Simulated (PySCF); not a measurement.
## A study: CrF5, doublet

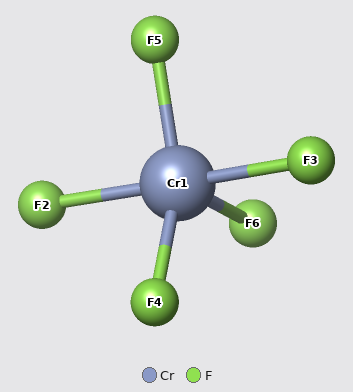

The molecule, with its atoms numbered as below. No frequency check shows the geometry to be a minimum.

Geometry (Å), atoms numbered from 1:

```
Cr1     -0.0003    0.0004    0.0843
F2       1.7605   -0.0024    0.1140
F3      -1.7615    0.0036    0.1092
F4       0.0022    1.5748    0.6172
F5      -0.0046   -1.5709    0.6256
F6       0.0041   -0.0062   -1.6908
```

## 1. Bonding charge

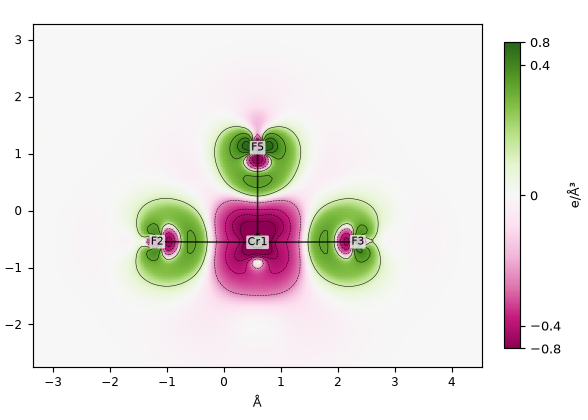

Deformation density (molecule less spherical, spin-averaged free atoms) in the plane of Cr1, F2, F3 and F5; colour scale in e/Å³, logarithmic beyond ±0.1; green: gain, pink: loss.

Computed with PySCF, ωB97X/def2-SVPD, geometry: GFN2-xTB. This is a single-reference result, which may miss multireference character in this system. The stability of the open-shell solution wasn't checked. GFN2-xTB doesn't know the spin state, so this open-shell geometry is rough.

> How much density has each bond in this plane gained at its critical point, relative to the free atoms?

Cr1–F5: +0.09 e/Å³ at the bond critical point (bond length 1.66 Å); up to 0.6 Å beside the axis the gain reaches +0.25 e/Å³. Cr1–F2 and Cr1–F3: +0.06 e/Å³ at the bond critical point (bond length 1.76 Å); up to 0.6 Å beside the axis the gain reaches +0.22 e/Å³. In all, 1.4 electrons gather in the regions of gain relative to the promolecule. A small or negative value marks a very polar bond, one between electron-rich atoms, whose free-atom densities already overlap strongly, a long bond to a heavier atom, or a closed-shell contact such as a hydrogen bond.

## 2. Local ionisation energy

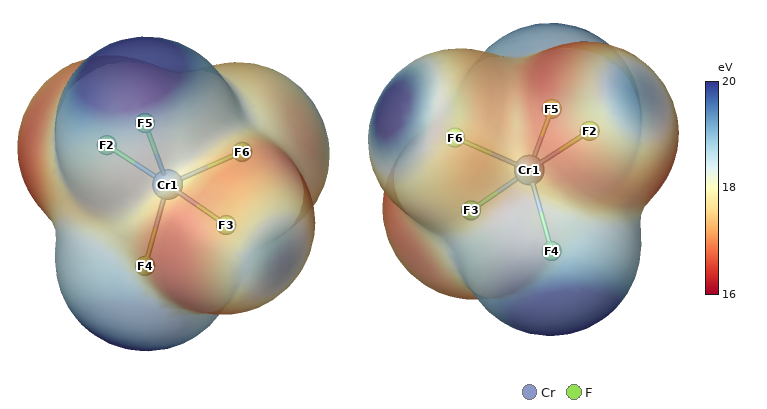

Average local ionisation energy on the surface of electron density 0.001 a.u. (back view left, front view right).

> Locate the minima of the map.

The lowest value is 16.6 eV, 1.7 Å from F3, and at like points elsewhere. Further minima include 16.8 eV, 1.7 Å from F2, and at like points elsewhere. For comparison, the highest occupied orbital lies at −14.1 eV.

## 3. Spin density

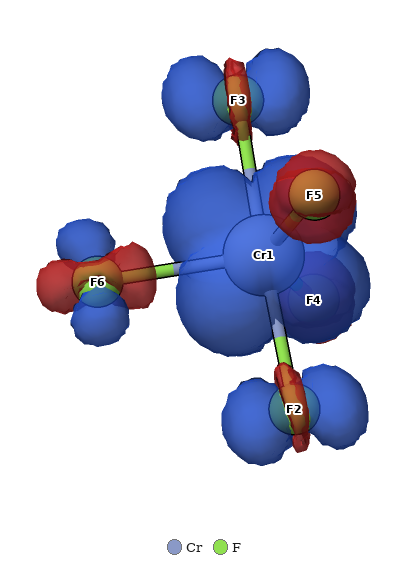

Spin density ρα − ρβ at ±0.02 e/Å³ (blue: excess α, red: excess β).

> Where is the unpaired spin?

Hirshfeld spin populations: Cr1 +0.94 and F2 and F3 +0.05. Spin polarisation leaves negative spin on F4 and F5 (−0.03). ⟨S²⟩ = 0.76, against 0.75 for a pure state. The picture also shows regions of β spin from spin polarisation; the Hirshfeld sums, whose atoms overlap, net them against the α spin of neighbours.

The PySCF run shown took 51 s on 1 thread of Arm Neoverse V2 (shared host).
